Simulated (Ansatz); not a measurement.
**ClH₂NZn···H₂O: density, localisation and related maps**

Input

```
crystal:
  periodic: [false, false, false]
  atoms:
    - { symbol: Zn, position_ang: [0.0, 0.0, 0.0] }
    - { symbol: O, position_ang: [0.0, 0.0, 2.14] }
    - { symbol: H, position_ang: [-0.9095, -0.2814, 2.4771] }
    - { symbol: Cl, position_ang: [0.0, 0.0, -2.24] }
    - { symbol: "N", position_ang: [2.0409, 0.5595, 0.7032] }
    - { symbol: H, position_ang: [2.6531, -0.1619, 1.1812] }
    - { symbol: H, position_ang: [2.399, 1.5468, 0.5593] }
    - { symbol: H, position_ang: [1.2488, 0.3423, 1.8045] }
basis:
  gaussian: { orbitals: def2-SVP }
hamiltonian:
  xc: pbe0
  dispersion: d4
relax:
  f_tol: 0.15
  max_steps: 25
  restrain:
    - { distance: [0, 4], at: 1.93, k: 30.0 }
    - { distance: [7, 1], at: 1.01, k: 30.0 }
    - { distance: [0, 1], at: 2.99, k: 30.0 }
    - { distance: [7, 4], at: 2.26, k: 30.0 }
output:
  orbitals: {}
```

Launched as:

```sh
ansatz run input.yaml --threads 2 --pin off --max-ram 3072MiB --backend cpu --events-out ev --progress --plain --runs-dir out
```

The fields are those of the run's last geometry, not of the input's.

Not at a stationary point (largest force 1.1 eV/Å).

Computed with Ansatz, RKS PBE0-D4/def2-SVP.

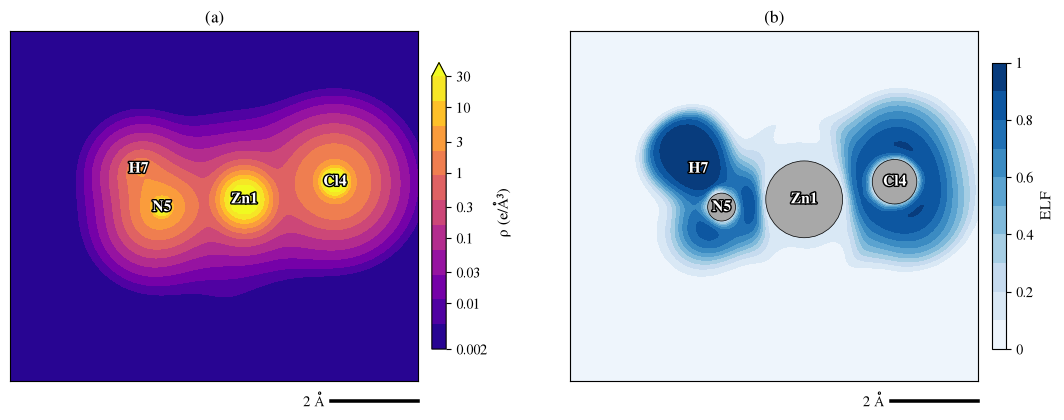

Figure 1. (a) electron density; (b) electron localisation function on the plane of atoms Zn1, N5 and H7. Grey discs cover the atomic cores in the ELF map.

> Read the bonding off the picture.

The plane passes through Zn, Cl, N and H nuclei. Zn–N (1.90 Å): the density is about 0.75 e/Å³ at the midpoint; the ELF peaks at about 0.85 in the valence shell of N, 0.6 Å from its nucleus, and is about 0.30 at the midpoint. Zn–Cl (2.11 Å): ρ at the midpoint is about 0.67 e/Å³; the ELF peaks at about 0.80 in the valence shell of Cl, 0.8 Å from its nucleus, and is about 0.45 at the midpoint. N–H (1.02 Å): ρ at the midpoint is about 2.7 e/Å³; the ELF climbs to about 1 towards the hydrogen, as it does in any bond to H: a covalent bond by its length. The ELF also peaks beside Cl4, away from the bonds: lone-pair regions.

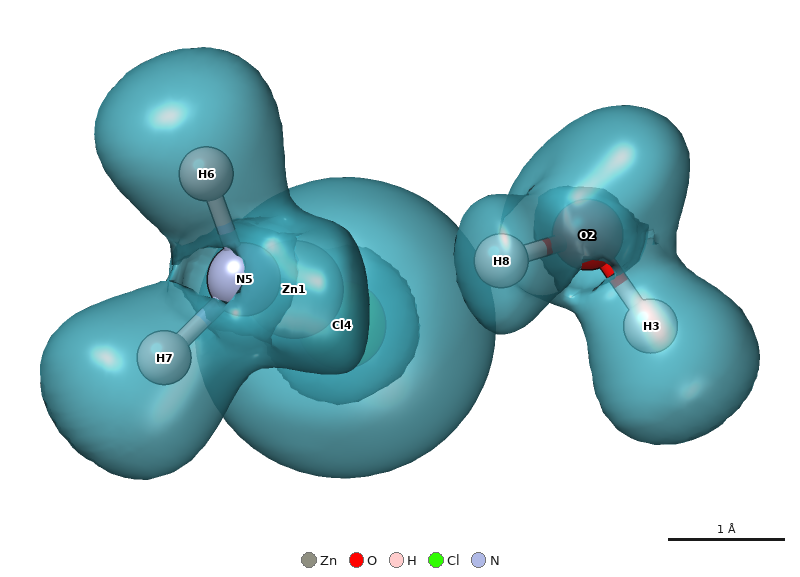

Figure 2. Isosurface of the electron localisation function at 0.75 (cyan), seen from one side. Core shells and regions of very low density are left out.

> What do the ELF domains correspond to?

At this value the surface marks out one region wrapped around Cl (its valence shell), one joined region spread over several atoms (H, N), in which their bonds and any lone pairs are merged and one joined region spread over several atoms (H, O), in which their bonds and any lone pairs are merged.


Zn1···O2 (2.98 Å): the ELF dips to about 0.05 between them.

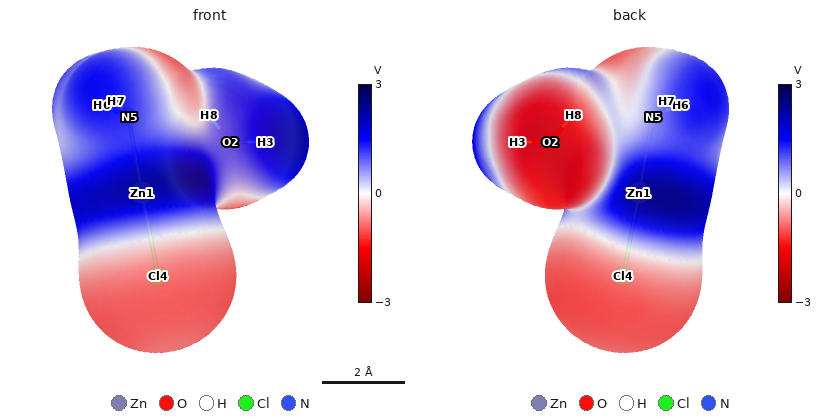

Figure 3. The molecular electrostatic potential painted on the density surface at 0.002 e/bohr³, seen from the front and from behind; red is negative and blue positive.

> Which sites attract a positive test charge, and which a negative one?

A positive charge is drawn to the negative regions and a negative charge to the positive ones. The most negative region (about −1.7 V) lies over O2, the most positive (about +2.5 V) over Zn1. O2 is the likeliest acceptor of a hydrogen bond.

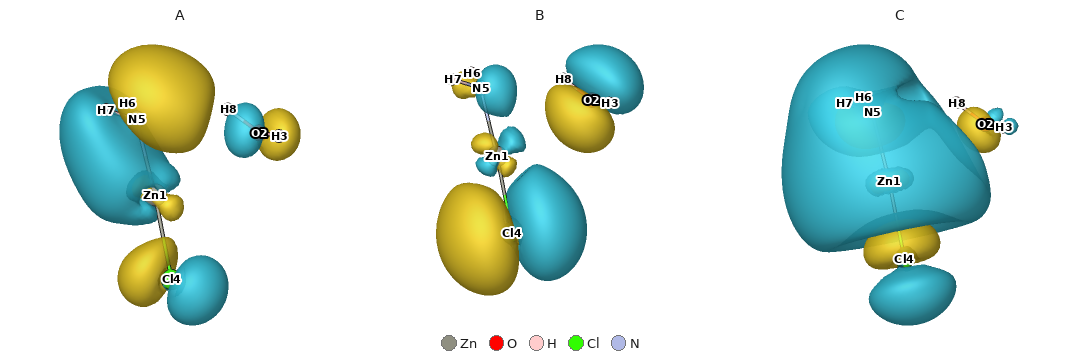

Figure 4. Three frontier orbitals at ±0.05 Å⁻³ᐟ² (yellow and cyan are the two phases), in no order.

> Which picture is the HOMO−1, the HOMO and the LUMO?

B is the HOMO−1 (−8.25 eV). By Hirshfeld shares it lies mainly on Cl4 (about 70 %) and O2 (about 20 %); largely a lone pair of Cl4. A is the HOMO (−7.14 eV). Its weight (Hirshfeld) is mainly on N5 (about 70 %) and Zn1 (about 10 %); largely a lone pair of N5. C is the LUMO (−0.70 eV). It lies mainly on Zn1 (about 55 %), Cl4 (about 15 %) and N5 (about 15 %).

> What is the HOMO–LUMO gap?

6.44 eV between the orbital energies.
